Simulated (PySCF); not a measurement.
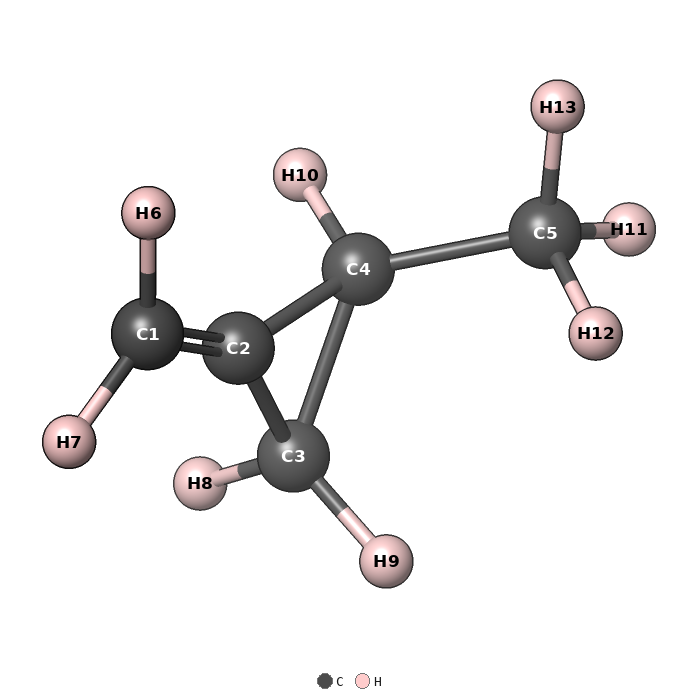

The computed structure is the end point of a PBE0-D3(BJ)/def2-SVP optimisation. No frequency run is at hand to confirm it as a minimum. Level of theory: delta-SCF UKS SCAN, pcX-2 on the ionised atom, pcseg-1 elsewhere, spin-free X2C (PySCF 2.14.0).

Give the core-electron binding energies (to vacuum) of C1 1s, C2 1s, C3 1s, C4 1s, C5 1s.

```
atom  level  binding energy (eV)
  C1     1s                290.0
  C2     1s                290.4
  C3     1s                290.6
  C4     1s                290.7
  C5     1s                290.7
```
